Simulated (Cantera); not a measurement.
Charge: 1 mol Si3N4, 0.01 mol O2, 220 mol N2, at 0.133 bar.

Equilibrium computed with Cantera from the NASA thermochemical tables; the gas is ideal and each condensed phase is pure. Candidate condensed phases: Si, SiO2, Si2N2O, Si3N4; 16 gas species. Mutual solubility and eutectic melting of coexisting phases are not modelled. The tables' values for SiN are old estimates; treat these amounts as uncertain. Equilibrium is a limit: real reactors are often held back by kinetics, nucleation or transport.

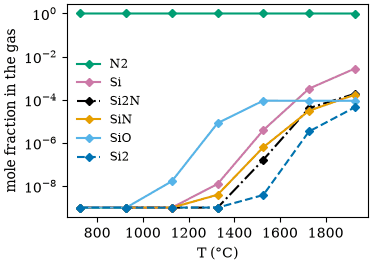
*Equilibrium gas composition (values under 1e-9 drawn at 1e-9)*

**Question.** Read off the mole fractions at 1927 °C.

**Answer.** N2 about 1.00, Si about 0.0028, Si2N about 0.00019, SiN about 0.00017, SiO about 9.0e-5, Si2 about 4.4e-5.
